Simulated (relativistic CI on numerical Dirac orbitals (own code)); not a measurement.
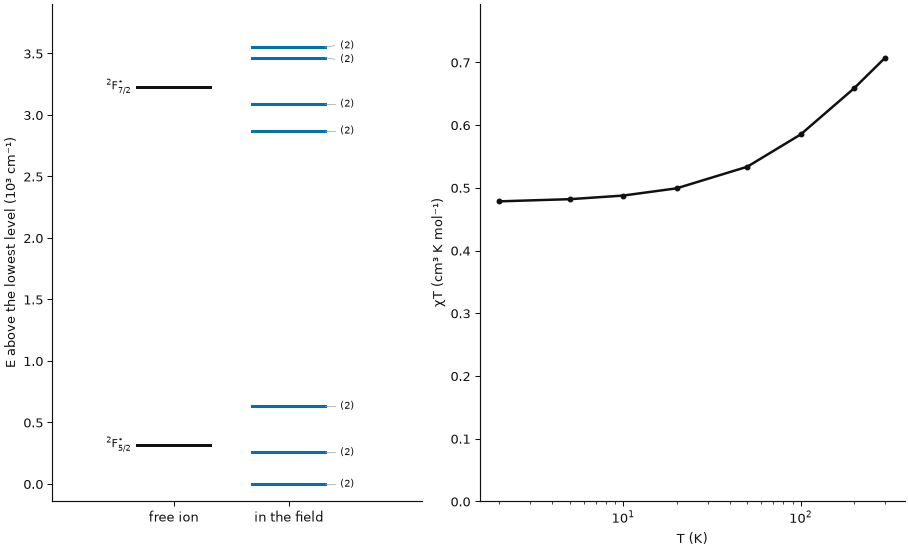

Pr⁴⁺ (4f) in a field of C2v symmetry with B20 = −800, B22 = 200, B40 = −1,020, B42 = 210, B44 = −950, B60 = 990, B62 = −320, B64 = 490, B66 = −10 cm⁻¹ (Wybourne parameters). Labels give the double-group representation and, in brackets, the degeneracy; the lowest 7 of 7 levels are drawn. Level of the calculation: relativistic configuration interaction, KLI exchange-only orbitals, Breit term, model QED, valence Slater integrals scaled by 0.85 (radial Dirac CI code). One open-shell configuration in a parametric field without covalency; powder susceptibility by Van Vleck's formula.

### What are the ground level, its g values and the first gap?

The free ion's lowest level is ²F°₅/₂. The ground level is a Kramers doublet, with total spin S = 0.50 and J = 2.51 (from expectation values); its principal g values, for an effective spin of 1/2, are 0.61, 1.40 and 3.59. The next level lies at 257 cm⁻¹. The field lowers the ground state by 319 cm⁻¹ against the free ion. χT is 0.478 cm³ K mol⁻¹ at 2 K, 0.534 at 50 K and 0.708 at 300 K, an effective moment of 2.38 μB at room temperature.
